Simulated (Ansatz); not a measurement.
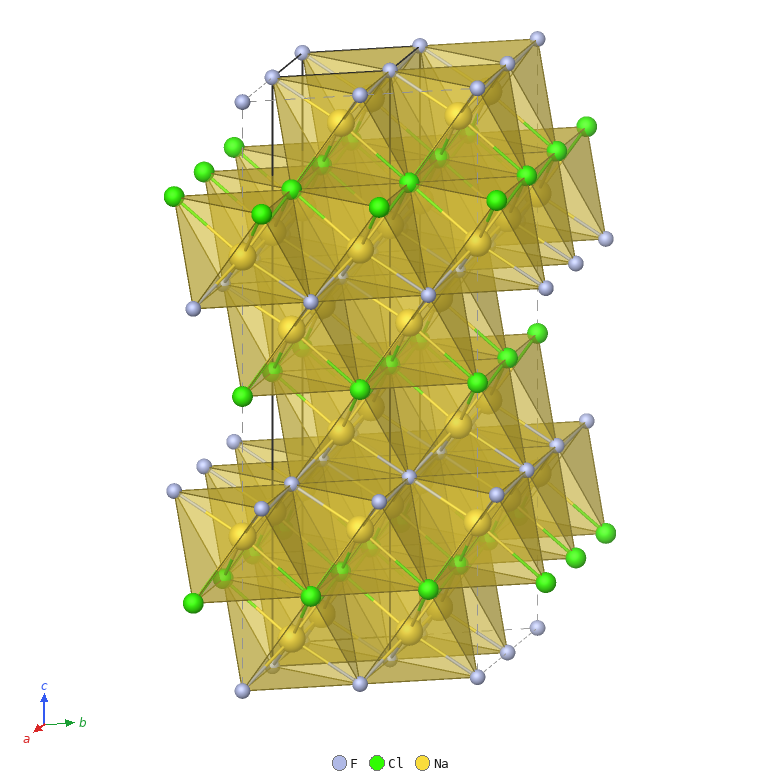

Polyhedra are drawn about Na (bonds: Cl–Na below 3.1 Å and F–Na below 2.8 Å); other atoms are plain spheres.

The compound is Na₂ClF (space group R-3m, No. 166), taken as coordinates from a relaxation with DFT, PBE, plane waves, PAW (Ansatz 0.2.0); the starting structure was generated, so it need not be a known form of this composition.

What figure surrounds each Na atom, and what does it share with the other drawn polyhedra?

Na: NaF3Cl3 octahedron, sharing edges with twelve neighbours and corners with six neighbours.

What is the connectivity of the polyhedra: isolated, groups, chains, layers or framework?

They form a three-dimensional framework of corner- and edge-sharing octahedra.

How far apart are the centres of linked polyhedra?

Centre to centre across a shared edge: 3.34 to 4.08 Å; across a shared corner: 4.97 to 5.50 Å.
